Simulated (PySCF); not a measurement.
# C5H6ClFO: the cost of one run

Programs: PySCF 2.14.0, with routines of our own; each step states its level. All values are computed. Atoms count from 0.

## Step 1: The starting structure

14 atoms, charge 0, multiplicity 1; geometry from: GFN2-xTB.

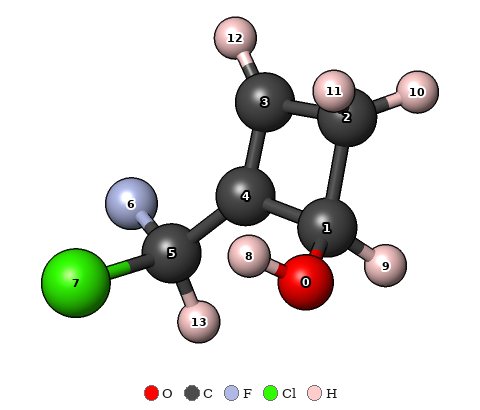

The starting geometry (oxygen red, carbon dark grey, fluorine light blue, chlorine green, hydrogen pink).

## Step 2: Circular dichroism and optical rotation: TDDFT B3LYP/def2-SVPD

The job: settings as JSON, then the geometry in Å.

```
{"job": {"kind": "ecd", "xc": "B3LYP", "basis": "def2-SVPD", "nstates": 12}, "charge": 0, "multiplicity": 1}
O     -1.058919     1.621516    -0.727612
C     -0.734860     0.271771    -0.757938
C     -1.538794    -0.715330     0.152250
C     -0.209274    -1.069992     0.755853
C      0.485907    -0.207124     0.011106
C      1.897569     0.219509    -0.060755
F      2.738365    -0.712331     0.458694
Cl     2.105484     1.738068     0.899043
H     -0.961011     1.952056     0.173424
H     -0.735155    -0.014323    -1.812177
H     -2.057405    -1.519983    -0.364576
H     -2.228831    -0.217043     0.830401
H      0.064460    -1.794266     1.499833
H      2.231787     0.447000    -1.079713
```

Level: TDDFT B3LYP/def2-SVPD circular dichroism and optical rotation, one conformer, gas phase.

The run is started by

```console
> OMP_NUM_THREADS=1 python excited_run.py task.json out
```

This one command runs all jobs of the session in turn.

**Question.** How long does this job take on 1 thread of Arm Neoverse V1, shared host, and how much memory does it need?

About 81 s, with a peak of 0.96 GiB.
